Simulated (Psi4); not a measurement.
**InNH3Cl (SMILES [NH2][InH][Cl]) at HF/3-21G**

What is the vertical ionisation energy of InNH3Cl at HF/3-21G? 

The calculation is run with Psi4 1.11.

1 further run of the same task is left out (set aside as unsound or not needed).

## Step 1: The molecule

InNH3Cl has 6 atoms, charge 0, and is taken as a singlet. As SMILES, `[NH2][InH][Cl]`. The shape is that of a PBE0-D4/def2-TZVP optimisation.

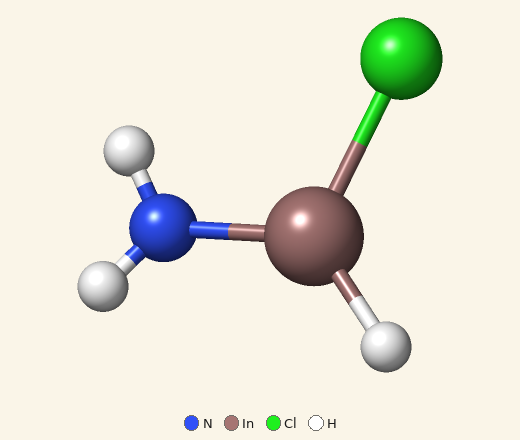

Viewed from a chosen angle; nitrogen blue, indium brown, chlorine green, hydrogen white.

## Step 2: The energy at HF/3-21G

Contents of job.py:

```python
import psi4

psi4.set_memory(2200000000)
psi4.set_num_threads(1)
psi4.set_output_file('output.dat', False)

mol = psi4.geometry("""
N
In 1 1.995092
Cl 2 2.338841 1 109.21054
H 1 1.007319 2 121.55473 3 -161.39576
H 1 1.008088 4 110.99422 2 -146.64709
H 2 1.693091 1 131.52947 4 23.85832
symmetry c1
""")

psi4.set_options({
    'basis': '3-21G',
    'puream': True,
    'e_convergence': 1e-09,
    'd_convergence': 1e-08,
    'scf_type': 'pk',
})

e_tot, wfn = psi4.energy('scf', return_wfn=True)
print(f'scf energy: {e_tot:.10f} Eh')
```

The run is started by

```
$ python job.py
```

output.dat (excerpt; [...] marks lines left out):

```text
[...]
  Running in c1 symmetry.
[...]
  Nuclear repulsion =  348.328235527364825
[...]
  Multiplicity = 1
[...]
  Nalpha       = 38
  Nbeta        = 38
[...]
    Number of basis functions: 59
[...]
   @RHF iter   1: -6227.70386752896593   -3.53090e+00   1.03374e-02 ADIIS/DIIS
[...]
   @RHF iter  11: -6227.98715067144531   -2.72848e-12   7.58579e-09 DIIS
[...]
    Orbital Energies [Eh]
    ---------------------
    Doubly Occupied:
       1A   -991.733441     2A   -148.703304     3A   -138.135063
       4A   -138.134262     5A   -138.133516     6A   -104.058688
       7A    -29.585968     8A    -25.128419     9A    -25.125236
      10A    -25.122450    11A    -17.529323    12A    -17.528673
      13A    -17.526386    14A    -17.524573    15A    -17.523950
      16A    -15.451769    17A    -10.451614    18A     -7.914676
      19A     -7.911972    20A     -7.911798    21A     -5.032279
      22A     -3.504496    23A     -3.502420    24A     -3.496382
      25A     -1.159476    26A     -1.146889    27A     -1.133494
      28A     -1.130710    29A     -1.126883    30A     -1.070836
      31A     -1.026151    32A     -0.633557    33A     -0.571912
      34A     -0.483662    35A     -0.448239    36A     -0.437655
[...]
  @RHF Final Energy: -6227.98715067144531
   => Energetics <=
    Nuclear Repulsion Energy =            348.3282355273648250
    One-Electron Energy =               -9296.9281493600574322
    Two-Electron Energy =                2720.6127631612475852
    Total Energy =                      -6227.9871506714462157
[...]
 Multipole Moments:
 ------------------------------------------------------------------------------------
     Multipole            Electronic (a.u.)      Nuclear  (a.u.)        Total (a.u.)
 ------------------------------------------------------------------------------------
 L = 1.  Multiply by 2.5417464519 to convert [e a0] to [Debye]
 Dipole X            :          0.0221992            0.4281662            0.4503654
 Dipole Y            :          4.7547429           -3.2360194            1.5187235
 Dipole Z            :          3.9911199           -4.7480978           -0.7569779
 Magnitude           :                                                    1.7556667
[...]
```

Standard output:

```text
scf energy: -6227.9871506714 Eh
```

Wall time 2.8 s (1 thread of Intel Xeon Platinum 8259CL at 2.50GHz (Skylake/Cascade Lake), shared host); peak memory 0.2 GiB.

## Step 3: The doublet cation

Contents of clh3inn.py:

```python
import psi4

psi4.set_memory('2200 MB')
psi4.set_num_threads(1)
psi4.core.set_output_file('output.dat', False)

m = psi4.geometry("""
1 2
N     -1.92903243     0.35545748    -0.95261094
In     1.49685206     0.28081330     0.61964120
Cl     1.87234064    -3.34670497     3.11653632
H     -2.30433204     1.43883747    -2.47213972
H     -2.94457125    -1.25572301    -0.99550772
H      3.88811150     2.40637725     0.59677551
units bohr
symmetry c1
no_reorient
no_com
""")

psi4.set_options({
    'reference': 'uhf',
    'puream': True,
    'e_convergence': 1e-09,
    'd_convergence': 1e-08,
    'scf_type': 'pk',
    'maxiter': 100,
})

e_tot, wfn = psi4.energy("scf/3-21G", molecule=m, return_wfn=True)
psi4.oeprop(wfn, "QUADRUPOLE", "MULLIKEN_CHARGES", "WIBERG_LOWDIN_INDICES")
print('E =', round(e_tot, 9))
for k, v in sorted(psi4.core.scalar_variables().items()):
    print(f'{k:45s} {v:18.10f}')
```

The run is started by

```
$ python clh3inn.py
```

output.dat (excerpt; [...] marks lines left out):

```text
[...]
  Running in c1 symmetry.
[...]
  Nuclear repulsion =  348.328211415995042
[...]
  Multiplicity = 2
[...]
  Nalpha       = 38
  Nbeta        = 37
[...]
    Number of basis functions: 59
[...]
   @UHF iter   1: -6227.36084719363498   -3.18788e+00   1.11948e-02 DIIS/ADIIS
[...]
   @UHF iter  16: -6227.69037790461516   -5.45697e-12   8.45096e-09 DIIS
[...]
   @S^2 Observed:                7.576806995E-01
[...]
  @UHF Final Energy: -6227.69037790461516
   => Energetics <=
    Nuclear Repulsion Energy =            348.3282114159950424
    One-Electron Energy =               -9279.2914187483347632
    Two-Electron Energy =                2703.2728294277239911
    Total Energy =                      -6227.6903779046151612
  UHF NO Occupations:
  HONO-2 :   36  A 1.9989071
  HONO-1 :   37  A 1.9983253
[...]
 Multipole Moments:
 ------------------------------------------------------------------------------------
     Multipole            Electronic (a.u.)      Nuclear  (a.u.)        Total (a.u.)
 ------------------------------------------------------------------------------------
 L = 1.  Multiply by 2.5417464519 to convert [e a0] to [Debye]
 Dipole X            :        -91.4400000           90.3115230           -1.1284770
 Dipole Y            :         39.2465657          -38.0564387            1.1901270
 Dipole Z            :        -75.4708700           73.8043877           -1.6664822
 Magnitude           :                                                    2.3381672
 L = 2.  Multiply by 1.3450342976 to convert [e a0^2] to [Debye ang]
 Quadrupole XX       :       -251.8362835          224.5299693          -27.3063142
 Quadrupole XY       :         82.3755936          -80.9900104            1.3855832
[...]
  Mulliken Charges: (a.u.)
   Center  Symbol    Alpha    Beta     Spin     Total
       1     N     4.40623  3.24971  1.15652 -0.65593
       2    IN    23.84103 23.85508 -0.01405  1.30390
       3    CL     8.73634  8.73075  0.00559 -0.46709
       4     H     0.23980  0.31020 -0.07040  0.45001
       5     H     0.23626  0.30626 -0.07000  0.45748
       6     H     0.54035  0.54801 -0.00766 -0.08836
   Total alpha = 38.00000, Total beta = 37.00000, Total charge =  1.00000
  Wiberg Bond Indices using Orthogonal Lowdin Orbitals:
[...]
```

On the terminal:

```text
E = -6227.690377905
CURRENT ENERGY                                  -6227.6903779046
CURRENT REFERENCE ENERGY                        -6227.6903779046
DD SOLVATION ENERGY                                 0.0000000000
HF KINETIC ENERGY                                6239.8244249580
HF POTENTIAL ENERGY                            -12467.5148028626
HF TOTAL ENERGY                                 -6227.6903779046
HF VIRIAL RATIO                                     1.9980553865
NUCLEAR REPULSION ENERGY                          348.3282114160
ONE-ELECTRON ENERGY                             -9279.2914187483
PCM POLARIZATION ENERGY                             0.0000000000
PE ENERGY                                           0.0000000000
SCF ITERATION ENERGY                            -6227.6903779046
SCF ITERATIONS                                     16.0000000000
SCF TOTAL ENERGY                                -6227.6903779046
TWO-ELECTRON ENERGY                              2703.2728294277
```

Run time: 2.9 s. Hardware: 1 thread of Intel Xeon Platinum 8259CL at 2.50GHz (Skylake/Cascade Lake), shared host; peak memory 0.2 GiB.

## Step 4: Outcome

At HF/3-21G:

| quantity | value |
| --- | --- |
| singlet InNH3Cl: total energy | -6227.98715 Eh |
| singlet InNH3Cl: dipole moment | 4.46 D |
| singlet InNH3Cl: HOMO energy | -10.55 eV |
| singlet InNH3Cl: LUMO energy | 1.39 eV |
| singlet InNH3Cl: HOMO–LUMO gap | 11.95 eV |
| doublet cation: total energy | -6227.69038 Eh |
| doublet cation: HOMO energy (highest over α and β) | -16.24 eV |
| doublet cation: LUMO energy (lowest over α and β) | -6.50 eV |
| doublet cation: ⟨S²⟩ | 0.758 |
| vertical ionisation energy (to the doublet cation) | 8.076 eV |

Removing an electron at fixed nuclei costs 8.08 eV (186 kcal/mol). −ε(HOMO) before ionisation, 10.55 eV, is 2.48 eV above this ionisation energy. Relativity is left out (singlet InNH3Cl) although the molecule holds a heavy atom. Relativity is left out (doublet cation) although the molecule holds a heavy atom.
